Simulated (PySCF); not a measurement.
System (SMILES): C#CC.
Geometry (B3LYP-D3(BJ)/def2-TZVP, fixed):
```xyz
7

C     -0.0011    -0.0004     0.2181
C     -0.0068    -0.0029     1.4176
C      0.0060     0.0025    -1.2360
H     -0.0119    -0.0051     2.4795
H      0.0152     1.0232    -1.6237
H      0.8874    -0.5130    -1.6226
H     -0.8790    -0.5002    -1.6311
```

Basis-set convergence of the mean static polarisability at PBE with PySCF. All functions are spherical. Density fitting with generated auxiliary sets. No added dispersion term, no relativity. Reference: the value in d-aug-cc-pVTZ, 37.91 bohr³, itself unsure by roughly 0.4 % (its mean distance from aug-pcseg-2, aug-cc-pVTZ). Deviations are taken from unrounded values. Cost is core time over that of 6-31G**, rough, on shared machines of one kind.

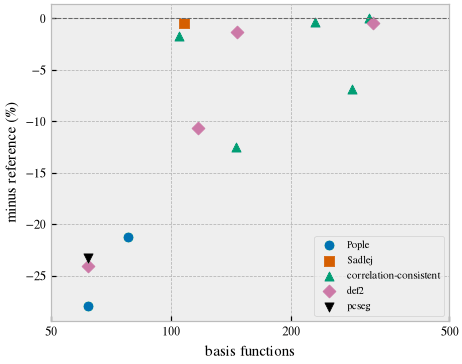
Deviation from the reference against the number of basis functions, by family of sets.

```json
[
 {"basis": "6-31G**", "functions": "62", "mean static polarisability (bohr³)": "27.29", "minus reference (%)": "-28.0", "cost": "1×"},
 {"basis": "def2-SVP", "functions": "62", "mean static polarisability (bohr³)": "28.79", "minus reference (%)": "-24.1", "cost": "0.9×"},
 {"basis": "pcseg-1", "functions": "62", "mean static polarisability (bohr³)": "29.08", "minus reference (%)": "-23.3", "cost": "0.9×"},
 {"basis": "6-311G**", "functions": "78", "mean static polarisability (bohr³)": "29.85", "minus reference (%)": "-21.3", "cost": "1×"},
 {"basis": "aug-cc-pVDZ", "functions": "105", "mean static polarisability (bohr³)": "37.26", "minus reference (%)": "-1.7", "cost": "1×"},
 {"basis": "Sadlej pVTZ", "functions": "108", "mean static polarisability (bohr³)": "37.75", "minus reference (%)": "-0.4", "cost": "2×"},
 {"basis": "def2-TZVP", "functions": "117", "mean static polarisability (bohr³)": "33.89", "minus reference (%)": "-10.6", "cost": "2×"},
 {"basis": "cc-pVTZ", "functions": "146", "mean static polarisability (bohr³)": "33.15", "minus reference (%)": "-12.5", "cost": "2×"},
 {"basis": "def2-TZVPD", "functions": "147", "mean static polarisability (bohr³)": "37.39", "minus reference (%)": "-1.4", "cost": "2×"},
 {"basis": "aug-cc-pVTZ", "functions": "230", "mean static polarisability (bohr³)": "37.77", "minus reference (%)": "-0.4", "cost": "3×"},
 {"basis": "cc-pVQZ", "functions": "285", "mean static polarisability (bohr³)": "35.31", "minus reference (%)": "-6.9", "cost": "5×"},
 {"basis": "d-aug-cc-pVTZ", "functions": "314", "mean static polarisability (bohr³)": "37.91", "minus reference (%)": "0.0", "cost": "7×"},
 {"basis": "def2-QZVPPD", "functions": "321", "mean static polarisability (bohr³)": "37.74", "minus reference (%)": "-0.4", "cost": "9×"}
]
```
